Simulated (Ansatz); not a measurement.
**Cl₃FHf···H₃Si (doublet): density, localisation and related maps**

Input file:

```
crystal:
  periodic: [false, false, false]
  atoms:
    - { symbol: Hf, position_ang: [0.088338, -0.162448, -0.159679] }
    - { symbol: F, position_ang: [0.249077, -0.458528, 1.761524] }
    - { symbol: Cl, position_ang: [2.226235, -0.036883, -1.10543] }
    - { symbol: Cl, position_ang: [-1.057436, 1.845448, -0.529916] }
    - { symbol: Cl, position_ang: [-1.099839, -1.936862, -1.118886] }
    - { symbol: Si, position_ang: [-0.18974, 0.354872, 4.398691] }
    - { symbol: H, position_ang: [-0.883507, -0.984089, 4.418312] }
    - { symbol: H, position_ang: [1.308292, 0.182247, 4.420912] }
    - { symbol: H, position_ang: [-0.638821, 1.196242, 5.569072] }
magnetization:
  spin_polarized: true
  initial_magnetization: 1
basis:
  gaussian: { orbitals: def2-SVP }
hamiltonian:
  xc: pbe
relax:
  f_tol: 0.03
  max_steps: 50
output:
  orbitals: {}
```

Command:

```sh
ansatz run input.yaml --threads 4 --pin off --max-ram 5120MiB --backend cpu --events-out ev --progress --plain --runs-dir out
```

The fields are those of the run's last geometry, not of the input's.

Core potentials replace the inner electrons of Hf.

Method: UKS PBE/def2-SVP in Ansatz.

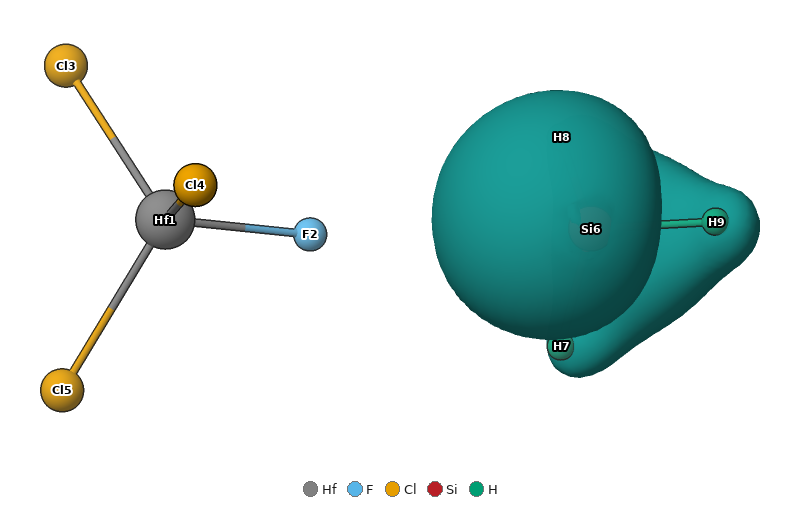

Figure 1. Isosurface of the spin density (α minus β) at +0.015 e/Å³ (teal), seen at a tilt.

Q: Where is the unpaired spin?

A: The unpaired spin (1 electron) lies mostly on Si6 (about 0.9), in electrons by Hirshfeld's partition.

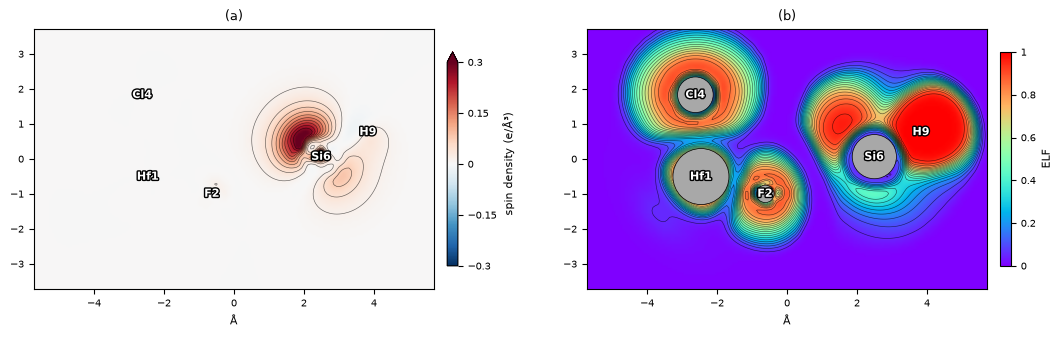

Figure 2. (a) spin density (α minus β); (b) ELF on the plane of atoms F2, Hf1 and Cl4. Grey discs cover the atomic cores in the ELF map.

Q: What do the fields say about this system?

A:
- The section cuts through Hf, F, Cl, Si and H sites.
- Si6···F2 (3.29 Å): the ELF dips to about 0 between them (a non-bonded, intermolecular contact).
- Hf–F (1.91 Å): the ELF peaks at about 0.85 in the valence shell of F, 0.5 Å from its nucleus, and drops to about 0.20 between the two atoms.
- Hf–Cl (2.34 Å): the ELF peaks at about 0.85 in the valence shell of Cl, 0.8 Å from its nucleus, and is about 0.35 at the midpoint.
- Si–H (1.51 Å): the ELF climbs to about 1 towards the hydrogen, as it does in any bond to H.

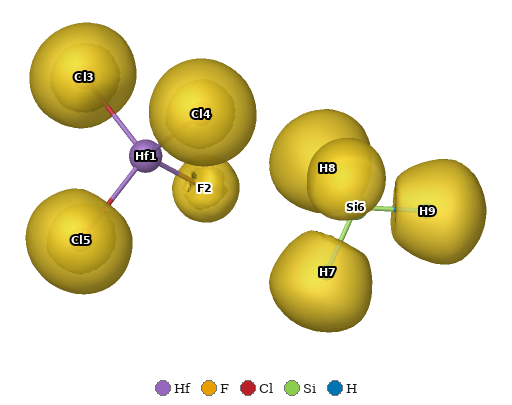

Figure 3. Isosurface of the ELF at 0.8 (yellow), seen at a tilt. Core shells and regions of very low density are left out.

Q: Describe the localisation domains.

A: The ELF exceeds this value in three regions around hydrogen nuclei, one lobe on Si, pointing away from the bonds (non-bonding electrons), three regions wrapped around Cl (the valence shell of each) and one region wrapped around F (its valence shell).
